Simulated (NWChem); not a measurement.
## Energy and gradient calculation of C3H3F3O

The run: energy and gradient calculation of C3H3F3O, SMILES O=CCC(F)(F)F. Method and program: HF/3-21G, RHF (NWChem 7.3.0).

The geometry comes from this level: PBE0-D4/def2-TZVP.

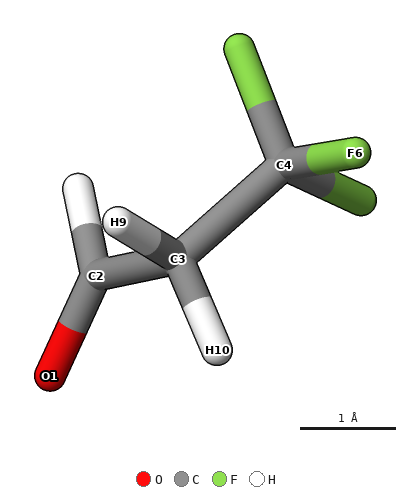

**Figure 1.** The structure as given in the input (stick view, seen at a tilt; atoms are numbered from 1 in the order of the input). Bond lengths as drawn: C–C 1.51 Å, C–F 1.34 Å, C–H 1.09 to 1.11 Å and C–O 1.20 Å.

Input:
```python
from ase import Atoms
from ase.calculators.nwchem import NWChem

mol = Atoms(['O', 'C', 'C', 'C', 'F', 'F', 'F', 'H', 'H', 'H'], positions=[
    [-2.075200, -0.019000, -1.339200],
    [-0.903800, 0.040400, -1.102000],
    [-0.363500, 0.411700, 0.259200],
    [0.896800, -0.330500, 0.615800],
    [1.881100, -0.075500, -0.258600],
    [1.338900, 0.012700, 1.828700],
    [0.702300, -1.655000, 0.617000],
    [-0.145700, -0.150000, -1.887900],
    [-0.123000, 1.480000, 0.251300],
    [-1.124700, 0.233900, 1.018700],
])

calc = NWChem(
    label='c3h3f3o',
    theory='scf',
    memory='2200 mb',
    basis='3-21G',
    basispar='spherical bse',
    scf={'nopen': '0', 'rhf': None, 'thresh': '1e-08', 'maxiter': '80', 'print': 'low'},
)
mol.calc = calc

forces = mol.get_forces()
print(f"energy = {mol.get_potential_energy():.6f} eV")
print("forces (eV/A):")
for s, f in zip(mol.symbols, forces):
    print(f"{s:2s} {f[0]:10.5f} {f[1]:10.5f} {f[2]:10.5f}")
```

File c3h3f3o.nwi:
```
title "c3h3f3o"

permanent_dir c3h3f3o

scratch_dir c3h3f3o

start c3h3f3o

geometry units angstrom nocenter noautosym noautoz
  O  -2.0752000000000002e+00 -1.9000000000000000e-02 -1.3391999999999999e+00
  C  -9.0380000000000005e-01 4.0399999999999998e-02 -1.1020000000000001e+00
  C  -3.6349999999999999e-01 4.1170000000000001e-01 2.5919999999999999e-01
  C  8.9680000000000004e-01 -3.3050000000000002e-01 6.1580000000000001e-01
  F  1.8811000000000000e+00 -7.5499999999999998e-02 -2.5860000000000000e-01
  F  1.3389000000000000e+00 1.2699999999999999e-02 1.8287000000000000e+00
  F  7.0230000000000004e-01 -1.6550000000000000e+00 6.1699999999999999e-01
  H  -1.4570000000000000e-01 -1.4999999999999999e-01 -1.8878999999999999e+00
  H  -1.2300000000000000e-01 1.4800000000000000e+00 2.5130000000000002e-01
  H  -1.1247000000000000e+00 2.3390000000000000e-01 1.0186999999999999e+00
end

memory 2200 mb

basis spherical bse noprint
   * library 3-21G
end

scf
  nopen 0
  rhf
  thresh 1e-08
  maxiter 80
  print low
end

task scf gradient
```

Command:
```bash
export ASE_NWCHEM_COMMAND="nwchem PREFIX.nwi > PREFIX.nwo"
python run.py
```

The program's output:
```
energy = -13221.049958 eV
forces (eV/A):
O    -0.75390    0.00051   -0.16872
C     1.21300   -0.33255   -0.44161
C     0.16424    0.38546    0.39657
C    -0.79365    0.32643   -0.17823
F     0.36093    0.16373   -0.53967
F     0.16080    0.26765    0.59603
F    -0.15591   -0.64041   -0.08305
H    -0.42891    0.19078    0.69610
H    -0.06222   -0.37944    0.04602
H     0.29557    0.01784   -0.32344
```

Summary:

| quantity | value |
| --- | --- |
| outcome | converged |
| total energy | −485.864628 hartree |
| basis functions | 69 |
| largest force | 1.333 eV/Å |
| hardware | 1 thread of AMD EPYC (Zen 5), 176 GiB of memory available, shared host |
| wall time | 4.2 s |
| peak memory | 0.099 GiB |
